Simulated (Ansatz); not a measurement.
# FOSi2 (SMILES F[Si]O[Si]) (doublet): what the fields show

The calculation's input:

```
crystal:
  periodic: [false, false, false]
  atoms:
    - {symbol: F, position_ang: [-0.917760, -0.240740, -2.724935]}
    - {symbol: O, position_ang: [0.405346, -0.237503, -0.567768]}
    - {symbol: Si, position_ang: [0.297901, 0.608106, -2.021580]}
    - {symbol: Si, position_ang: [0.520980, -1.059482, 0.863687]}
basis:
  gaussian: {orbitals: def2-TZVPD}
output: {forces: true, orbitals: {seedname: orbitals}}
magnetization: {spin_polarized: true, initial_magnetization: 1}
hamiltonian: {xc: {name: PBE0}}
```

Command:

```sh
ansatz run input.yaml --threads 1 --pin off --max-ram 2610MiB --events-out events.jsonl --progress --plain --runs-dir runs
```

Geometry: r2SCAN-D4/def2-SVP.

The calculation used Ansatz, isolated molecule in a Gaussian basis; Kohn-Sham density functional theory, functional PBE0.

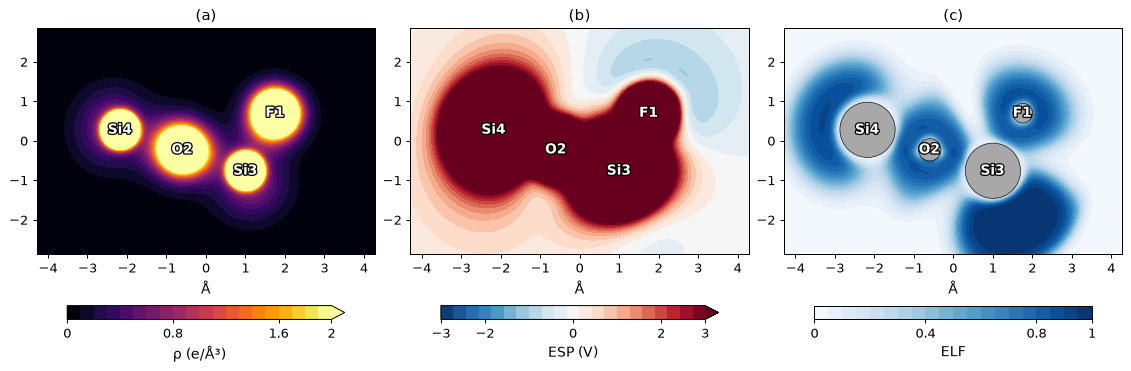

Figure 1. (a) electron density; (b) molecular electrostatic potential; (c) ELF on the molecular plane. Grey discs cover the atomic cores in the ELF map.

Read the bonding off the picture.

Answer. Atoms in the plane: F, O and Si. Si–F (1.64 Å): ρ is about 1.1 e/Å³ halfway; the ELF peaks at about 0.85 in the valence shell of F, 0.6 Å from its nucleus, and is about 0.55 at the midpoint. Si–O (1.65 Å): ρ is about 1.1 e/Å³ halfway; the ELF peaks at about 0.85 between the atoms, as expected for a polar covalent bond. The ELF also peaks beside Si3, O2, Si4 and F1, away from the bonds: non-bonding electrons, paired or unpaired. Outside the dense part of the molecule the potential is most negative (−1.0 V) near F1.

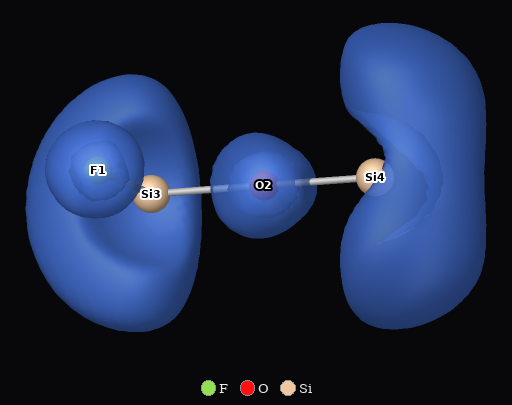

Figure 2. Isosurface of the ELF at 0.8 (blue), seen from one side. Core shells and regions of very low density are left out.

What do the ELF domains correspond to?

Answer. At this value the surface marks out one ring or bowl of non-bonding electrons around Si, one lobe on Si, pointing away from the bonds (non-bonding electrons), one region wrapped around F (its lone pairs, merged into a ring or cap) and one region wrapped around O (its lone pairs, merged into a ring or cap).

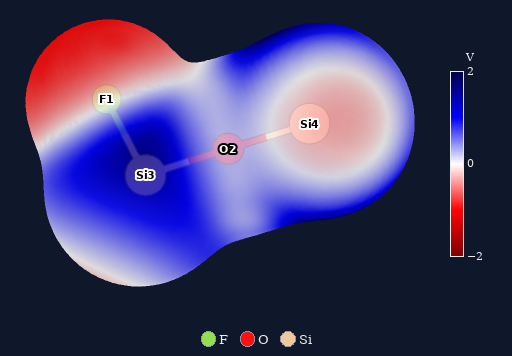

Figure 3. The electrostatic potential painted on the density surface at 0.002 e/bohr³, seen across its widest extent; the colour scale runs from red (negative) to blue (positive).

Describe the electrostatic potential map.

Answer. The most negative region (about −1.0 V) lies over F1, the most positive (about +1.9 V) over Si4.
